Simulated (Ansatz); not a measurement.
**Single-point calculation of GaHfH₂Cl₅O**

GaHfH₂Cl₅O, computed with RKS PBE0-D4/def2-TZVPP (Ansatz 0.2.0).

The geometry is a transition state. The reaction was set up to form Ga1–O6 and H2–Hf5 and to break Ga1–H2 and Hf5–O6 (atoms counted from 1 in the order of the input); sticks are drawn by distance alone. The geometry comes from this level: PBE0-D4/def2-TZVP.

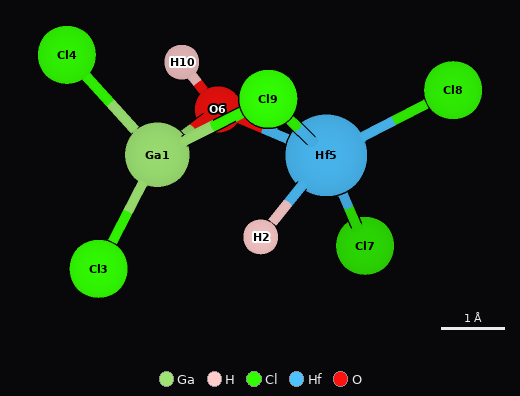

**Figure 1.** The input geometry (ball-and-stick view, seen at a tilt; atoms are numbered from 1 in the order of the input). Sticks mark near contacts. Bond lengths as drawn: Cl–Ga 2.13 to 2.26 Å, Cl–Hf 2.32 to 2.69 Å, Ga–O 2.21 Å, Hf–O 1.96 Å, H–Hf 1.87 Å and H–O 0.96 Å.

Input file:
```yaml
crystal:
  periodic: [false, false, false]
  atoms:
    - {symbol: Ga, position_ang: [0.049853, -1.519276, 0.188515]}
    - {symbol: H, position_ang: [0.115238, -0.174453, -1.486326]}
    - {symbol: Cl, position_ang: [-0.296112, -2.965719, -1.333310]}
    - {symbol: Cl, position_ang: [-0.491072, -2.262657, 2.152205]}
    - {symbol: Hf, position_ang: [0.179656, 1.383758, -0.463417]}
    - {symbol: O, position_ang: [-0.925692, 0.363183, 0.794580]}
    - {symbol: Cl, position_ang: [-1.353805, 2.476153, -1.825982]}
    - {symbol: Cl, position_ang: [1.876328, 2.982367, -0.128401]}
    - {symbol: Cl, position_ang: [2.003603, -0.398364, 0.405108]}
    - {symbol: H, position_ang: [-1.157997, 0.114907, 1.697027]}
basis:
  gaussian: {orbitals: def2-TZVPP}
hamiltonian: {xc: pbe0, dispersion: d4}
output: {orbitals: {seedname: orbitals}}
```

Run on 4 CPU threads, shared host.

Run as:
```bash
ansatz run in.yaml --threads 4 --pin off --events-out ev --progress --plain --max-ram 63488MiB --backend cuda --devices 0, --max-vram 37GiB
```

Log:
```
Functional definition: PBE0
  name "PBE0"
  cite "Adamo & Barone, J. Chem. Phys. 110, 6158 (1999) doi:10.1063/1.478522"
  cite "Perdew, Burke & Ernzerhof, Phys. Rev. Lett. 77, 3865 (1996) doi:10.1103/PhysRevLett.77.3865"
  parent pbe
  parameter a = 0.25
  parameter kappa = 0.804
  parameter beta = 0.06672455060314922
  exchange = (1 - a)*pbe_x(kappa = kappa, mu = beta*pi^2/3) + a*exact_x
  correlation = pbe_c(beta = beta)
2711 factors; their error is unknown
mean field evaluation 1: about -118354.7521 eV, gradient 6.3e1 eV
mean field evaluation 2: about -118331.5295 eV, gradient 1.3e2 eV
mean field evaluation 4: about -118361.1986 eV, gradient 7.8e0 eV
mean field evaluation 8: about -118361.2768 eV, gradient 1.5e-1 eV
mean field evaluation 16: about -118361.6353 eV, gradient 1.3e-4 eV
mean field -118361.63531385 eV, -4349.7098693860 hartree, gradient 4.8e-5 eV, S^2 0.000000; 0 other end points of the search recorded, 0 dependent functions left out
reference -118361.63535371 eV, -4349.7098708509 hartree; 69, 69 occupied and 304, 304 virtual orbitals, 2711 factors
Total energy: -118362.04933098 eV, -4349.7250842350 hartree
```

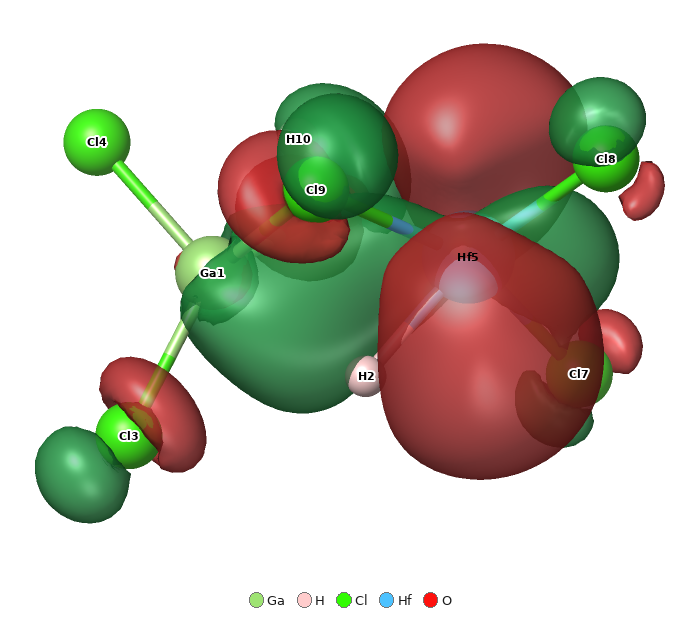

**Figure 2.** The LUMO at ±0.06 Å⁻³ᐟ² (green and red are the two phases), seen face on. By Hirshfeld shares it lies mainly on Hf5 (60 %) and O6 (10 %). Its energy is −2.70 eV.

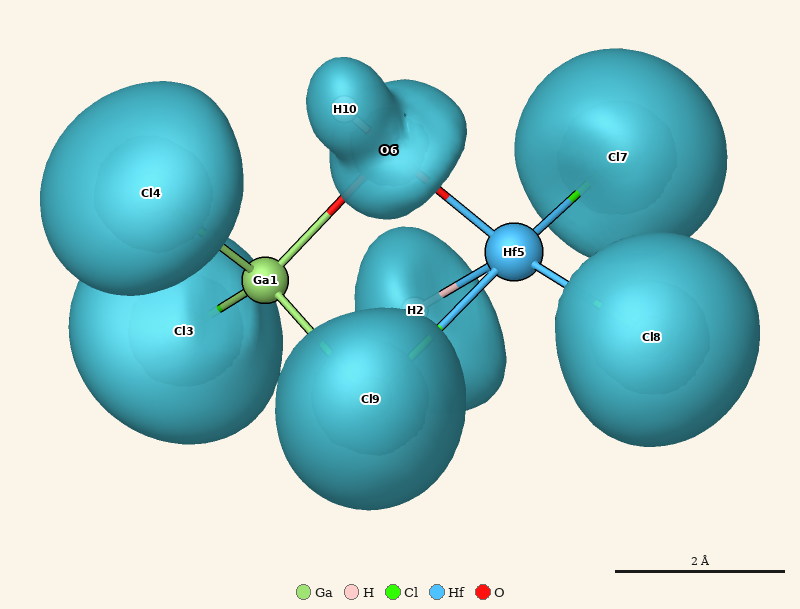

**Figure 3.** Isosurface of the ELF at 0.75 (cyan), seen from the side. Only the valence region is drawn (cores and ρ < 0.01 e/Å³ removed). Values along the shortest contacts: Hf–O (1.96 Å): the ELF peaks at about 0.85 in the valence shell of O, 0.5 Å from its nucleus, and drops to about 0.20 between the two atoms. Ga–Cl (2.13 Å): the ELF peaks at about 0.80 in the valence shell of Cl, 0.9 Å from its nucleus, and is about 0.60 at the midpoint.

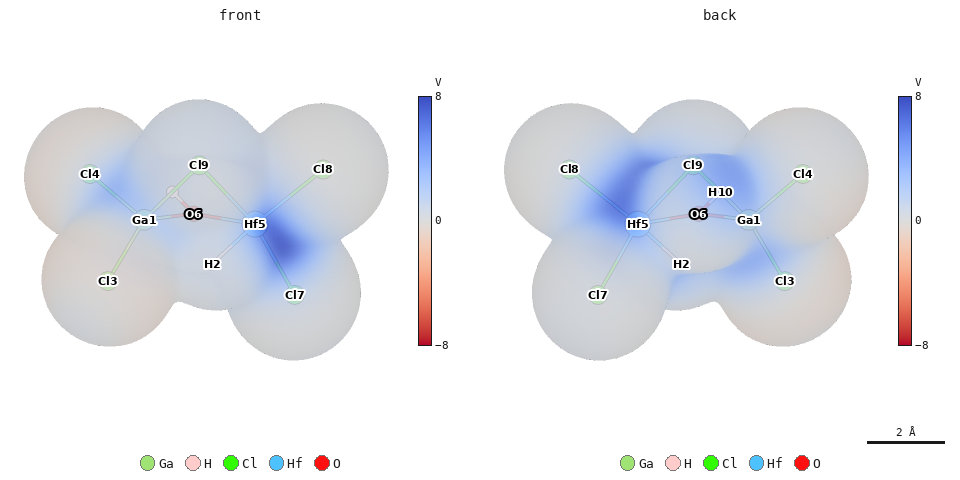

**Figure 4.** The molecular electrostatic potential painted on the density surface at 0.004 e/bohr³, seen at a tilt and from behind; red is negative and blue positive.

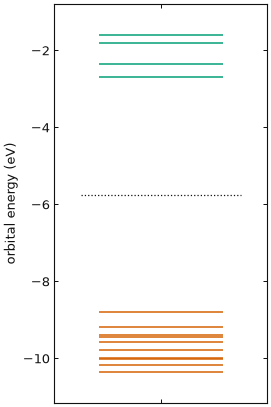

**Figure 5.** Orbital energies near the frontier; the dotted line parts filled from empty levels, and levels within 0.02 eV of each other stand side by side. Highest filled −8.80 eV, lowest empty −2.70 eV, 6.10 eV apart.

Key numbers:

```json
{"quantity": "outcome", "value": "converged"}
{"quantity": "total energy", "value": "−118362.0493 eV"}
{"quantity": "mean-field energy", "value": "−118361.6354 eV"}
{"quantity": "dispersion energy", "value": "−0.4140 eV"}
{"quantity": "SCF solution under orbital rotations", "value": "stable"}
{"quantity": "HOMO", "value": "−8.80 eV"}
{"quantity": "LUMO", "value": "−2.70 eV"}
{"quantity": "wall time", "value": "4.1 s (CPU time 5.3 s)"}
{"quantity": "peak memory", "value": "0.93 GiB"}
```
